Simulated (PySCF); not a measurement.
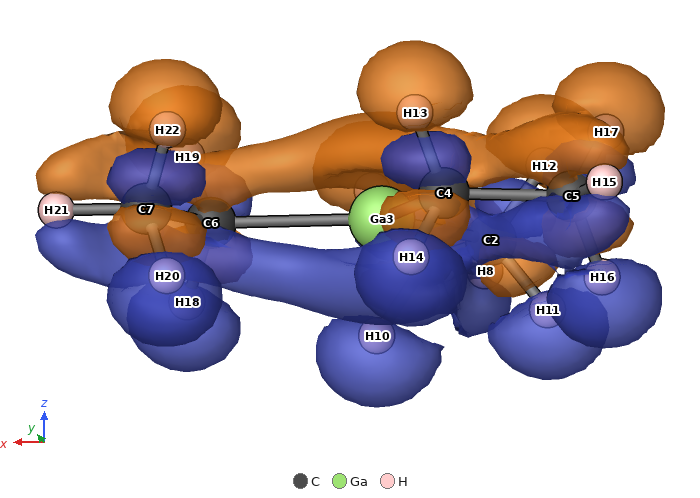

*C6H15Ga, SMILES `CC[Ga](CC)CC`. Change of the electron density in a uniform field of 0.21 V/Å, surfaces at ±0.0015 e/Å³ (orange: gain, blue: loss).*

PySCF calculation, r2SCAN/cc-pVDZ, gas phase; geometry: GFN2-xTB. No frequency check shows the geometry to be a minimum. A basis without diffuse functions makes polarisabilities too small. GFN2-xTB bond lengths at metals and heavier atoms can be off by up to 0.1 Å and shapes distorted, which carries into these values.

Along which Cartesian direction does the field point?

Answer. Along −z: electrons gather on the +z side, against the field.

What dipole is induced, and what polarisability does it imply?

Answer. The induced dipole is 0.75 D (along the field); α along this axis, from the fields in both directions, is 73 bohr³ (10.9 Å³).

Which atoms gain and lose the most charge?

Answer. Electrons gather most on H12, H13 and H19 alike (Hirshfeld charge changes by −0.006 e) and leave H10, H16 and H20 alike most (+0.006 e); 0.086 electrons are displaced in all.
